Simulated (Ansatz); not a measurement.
```yaml
atoms:
  - { symbol: Si, position_ang: [-1.7490, 0.3347, -1.0358] }
  - { symbol: C, position_ang: [-0.3952, -0.0042, 0.2843] }
  - { symbol: C, position_ang: [-0.5556, 0.7276, 1.6488] }
  - { symbol: Si, position_ang: [-0.6391, -1.0300, 2.4319] }
  - { symbol: O, position_ang: [-0.5152, -1.4460, 0.7008] }
  - { symbol: H, position_ang: [-3.0930, 0.1360, -0.3910] }
  - { symbol: H, position_ang: [-1.6546, 1.7595, -1.5250] }
  - { symbol: H, position_ang: [-1.6000, -0.5955, -2.2032] }
  - { symbol: H, position_ang: [0.6031, 0.1500, -0.1384] }
  - { symbol: H, position_ang: [-1.4719, 1.3153, 1.7526] }
  - { symbol: H, position_ang: [0.3002, 1.3446, 1.9314] }
  - { symbol: H, position_ang: [0.5299, -1.4852, 3.2637] }
  - { symbol: H, position_ang: [-1.9192, -1.4718, 3.0849] }
```

Computed with RKS PBE0/6-31G in Ansatz 0.2.0.

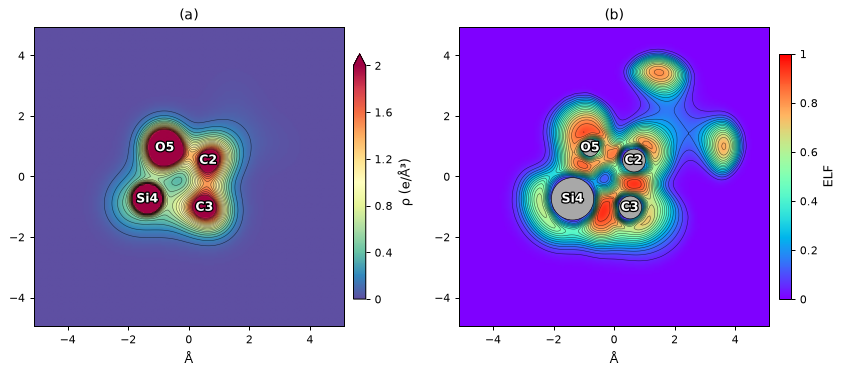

C$_{2}$H$_{8}$OSi$_{2}$. (a) electron density; (b) electron localisation function on the plane of atoms C3, Si4 and O5. Grey discs cover the atomic cores in the ELF map.

**Describe what can be read from this map.**

Atoms in the plane: C, Si and O. C–O (1.51 Å): ρ is about 1.5 e/Å³ halfway; the ELF peaks at about 0.85 between the atoms; a polar covalent bond. C–C (1.56 Å): ρ at the midpoint is about 1.5 e/Å³; the ELF peaks at about 0.95 between the atoms: a covalent bond. Si–O (1.78 Å): the density is about 0.78 e/Å³ at the midpoint; the ELF peaks at about 0.85 between the atoms (a polar covalent bond). C–Si (1.93 Å): ρ is about 0.78 e/Å³ halfway; the ELF peaks at about 0.90 between the atoms (a shared electron pair). The ELF also peaks beside O5, away from the bonds: lone-pair regions.
